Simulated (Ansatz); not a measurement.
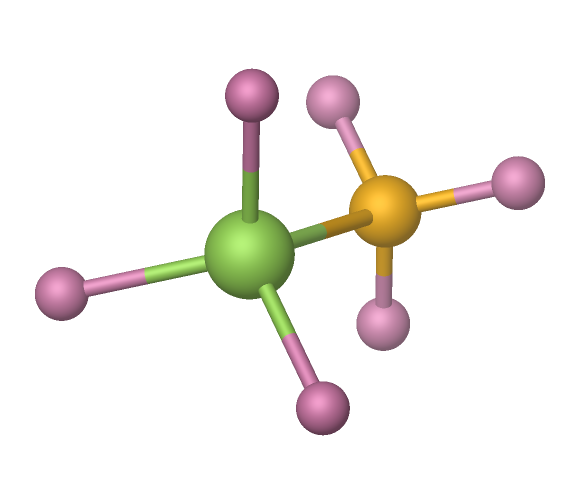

Colours: germanium green, hydrogen pink, carbon orange.

**Give the formula.**

CH6Ge, 8 atoms: 1 carbon, 6 hydrogen and 1 germanium.

**How many sets of symmetry-equivalent atoms are there?**

4: 1 Ge, 3 H, 1 C, 3 H.

More results for the same structure follow; atom numbers are the same in all pictures, views and colours differ. The computed structure is the end point of a PBE0-D4/def2-TZVP optimisation.

### Geometry

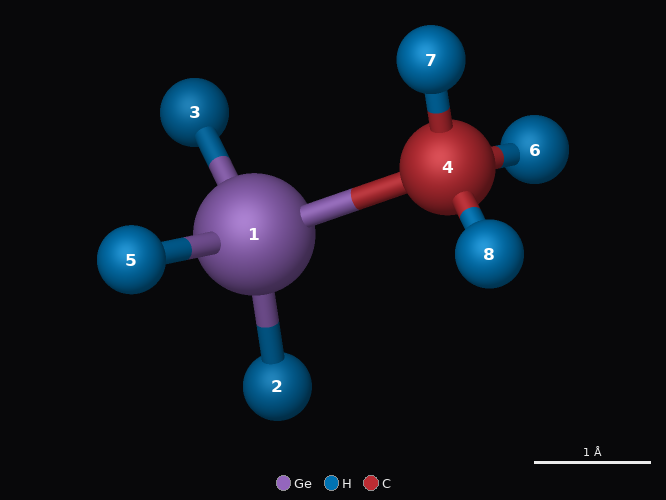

**Describe the coordination of atom 4.**

C4 has 4 neighbours (Ge1 at 1.95, H6 at 1.09, H7 at 1.09, H8 at 1.09 Å); the arrangement is tetrahedral.

**How are the neighbours of atom 1 arranged?**

Ge1 has 4 neighbours (H2 at 1.54, H3 at 1.54, C4 at 1.95, H5 at 1.54 Å); the arrangement is tetrahedral.

### Dipole moment

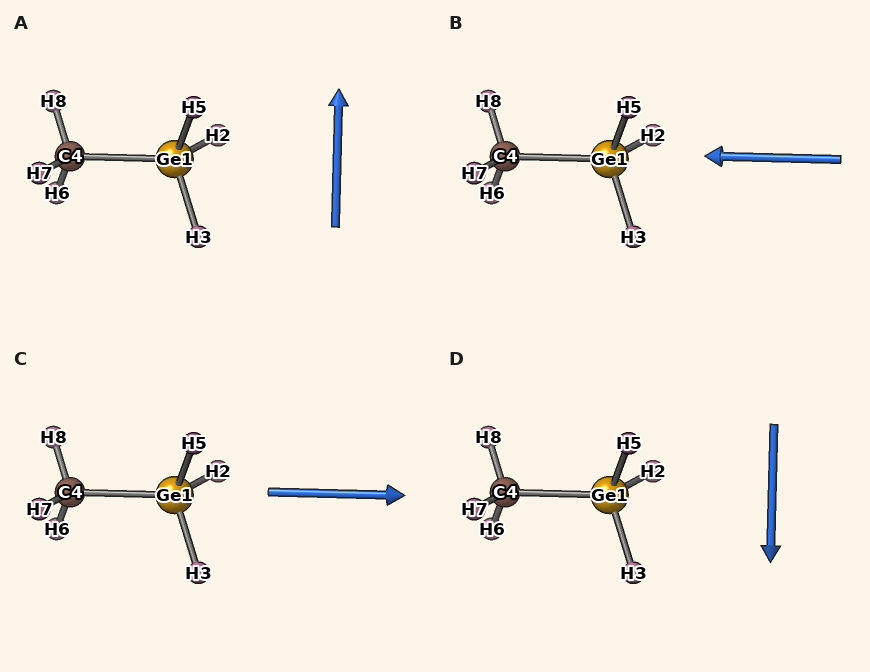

The same molecule four times, each with an arrow. Properties computed with RKS PBE0-D4/def2-TZVP (Ansatz 0.2.0).

**Which arrow points along the dipole moment, from the negative to the positive end?**

B. The dipole moment is 0.72 D; it points from the side of H2, H3, H5 to the side of H6, H7, H8 (the outermost atoms at the two ends).

### Vibrations

Harmonic vibrations computed with RKS PBE0-D4/def2-TZVP (Ansatz 0.2.0) at a stationary point of the same level.

**List the wavenumbers.**

18 modes: 163, 490, 490, 610, 842, 846, 846, 900, 900, 1267, 1458, 1458, 2148, 2148, 2148, 3067, 3158, 3158 cm⁻¹.

### Electronic properties

Level of theory: RKS BLYP-D4/def2-TZVPP (Ansatz 0.2.0).

**Estimate the dispersion correction.**

−22.1 kJ/mol.

### Thermal motion

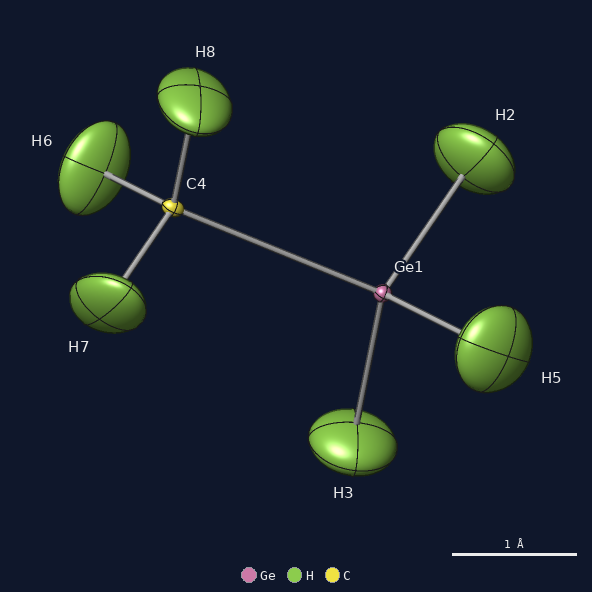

Displacement ellipsoids at the 50 % level, enlarged 1.5 times, from the internal vibrations of the free molecule (harmonic, no overall translation or rotation; no half-axis is drawn under 0.075 Å). Vibrations computed with RKS PBE0-D4/def2-TZVP (Ansatz 0.2.0). Temperature: 0 K (zero-point motion alone).

**Which atom has the largest mean-square displacement?**

H2, H3, H5, with U_eq = 0.0191 Å².

**Does H7 move more along its bond or across it?**

Across it: the root-mean-square amplitude is 0.074 Å along the bond and up to 0.174 Å across, since bending and torsion are softer than stretching.

Give the displacement parameters, one line for each set of equivalent atoms.

```json
{"atom": "Ge1", "U_eq (Å²)": "0.00004", "rms amplitudes (Å)": "0.005, 0.005, 0.009"}
{"atom": "H2, H3, H5", "U_eq (Å²)": "0.0191", "rms amplitudes (Å)": "0.088, 0.157, 0.158"}
{"atom": "C4", "U_eq (Å²)": "0.00083", "rms amplitudes (Å)": "0.020, 0.020, 0.042"}
{"atom": "H6, H7, H8", "U_eq (Å²)": "0.0179", "rms amplitudes (Å)": "0.073, 0.134, 0.174"}
```
